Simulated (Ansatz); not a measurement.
Fields on a plane of CuI (wurtzite)

```
CELL_PARAMETERS angstrom
      4.18699     0.00000     0.00000
     -2.09349     3.62604     0.00000
      0.00000     0.00000     6.89779
ATOMIC_POSITIONS crystal
  Cu 0.66667 0.33333 0.87373
  Cu 0.33333 0.66667 0.37373
  I  0.66667 0.33333 0.50127
  I  0.33333 0.66667 0.00127
```

The slice is a (1 -1 0 0) plane (indices of the conventional cell) through the point (0.667, 0.333, 0.501) (fractional), spanned by u = [110] and v = [001] in vectors of this cell: u (4.19 Å) and v (6.90 Å, at 90° to u). It covers one period; positions are fractions (u, v).

Atoms on it: Cu at (0.00, 0.37); I at (0.00, 0.00).

Method: PBEsol (plane waves to 420 eV, PAW, scalar-relativistic; Ansatz, a program for electronic structure). k mesh 9×9×5. Near the nuclei the fields are pseudised (PAW); where an atom keeps semicore shells as valence, they peak there. CuI is run without spin polarisation. CuI was relaxed with its symmetry unable to fall. Spin-orbit coupling is left out, though I is heavy. This is one of several known forms of CuI; the measured ambient cells at hand have space group No. 156 or 216.

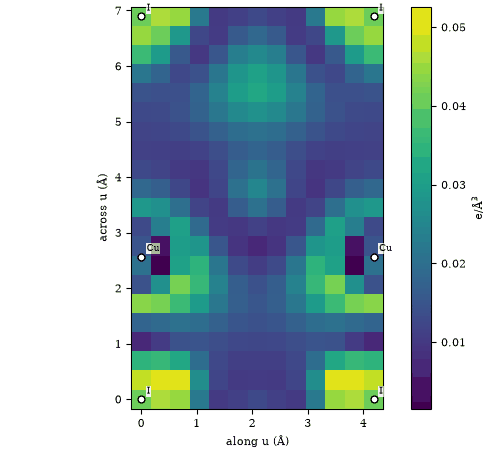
Fig. 1. Density of the lowest conduction band (whole band as if filled, smooth part) in e/Å³, one period of the plane, atoms marked. 

```
|  ..++==..      ..==++..|
|--==++--..........--++==|
|==--::......::......::--|
|......    ......    ....|
|                        |
|                        |
|                        |
|        ....::....      |
|::..    ..::--::..    ..|
|##==..  ::--==--::  ..==|
|@@%%::  ..------..  ::%%|
|  ==**....::::::....**==|
|  ==@@--..........--@@==|
|**%%**::          ::**%%|
|::::....          ....::|
|                        |
|::::::..          ..::::|
|::--==::..      ..::==--|
|  ..++==..      ..==++..|
|    ++++::      ::++++  |
```
Scale: ten equal steps from 0.000 (start of ' ') to 0.051 (end of '@'), in the order ' .:-=+*#%@'. Values: density of the highest valence band (whole band, smooth part) in e/Å³. The map has 12 points along u (two characters each, u = 0 at the left) and 20 along v (v = 0 in the bottom row).
